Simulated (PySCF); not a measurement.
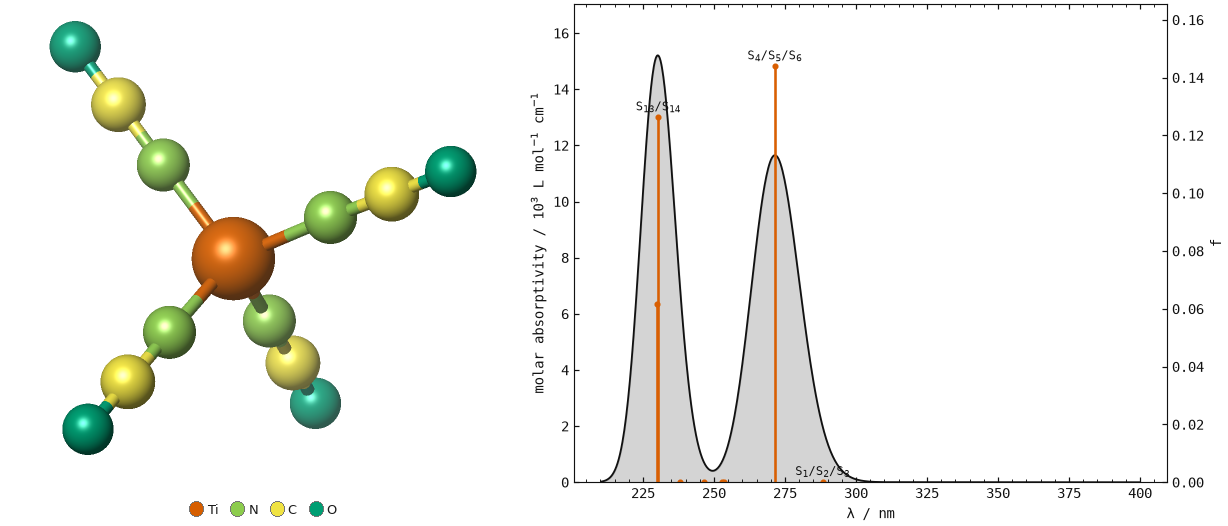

Computed absorption of C₄N₄O₄Ti, singlet. Vertical TDDFT excitations, ωB97X-D/def2-SVPD, PySCF, at a PBE0-D3(BJ)/def2-SVP geometry (no frequency check), gas phase. The lowest 15 singlet states are shown; each is broadened by a Gaussian of 1/e half-width 0.20 eV. Sticks give oscillator strengths (right axis). States within 0.01 eV of each other are merged, with their strengths summed. The highest state may be half of a pair whose partner wasn't computed.

> Which of the computed transitions is the brightest, and what character does the calculation give it?

S4/S5/S6 at 4.57 eV (271 nm), f = 0.144, mainly HOMO−2/HOMO → LUMO/LUMO+1.

> List the transitions behind the spectrum.

```tsv
state	E (eV)	λ (nm)	f	main character
S1/S2/S3	4.30	288	0.000	HOMO/HOMO−2/HOMO−1 → LUMO/LUMO+1
S4/S5/S6	4.57	271	0.144	HOMO−2/HOMO → LUMO/LUMO+1
S7/S8	4.89	253	0.000	HOMO−3/HOMO−4 → LUMO
S9	4.90	253	0.000	HOMO−5 → LUMO+1 (57 %)
S10	5.03	246	0.000	HOMO−7 → LUMO (26 %)
S11/S12	5.21	238	0.000	HOMO−6 → LUMO/LUMO+1
S13/S14	5.38	230	0.126	HOMO−3/HOMO−4 → LUMO+1/LUMO
S15	5.40	230	0.062	HOMO−5 → LUMO (40 %)
```

Caveats: one conformer of a flexible molecule; core orbitals are frozen in the response.
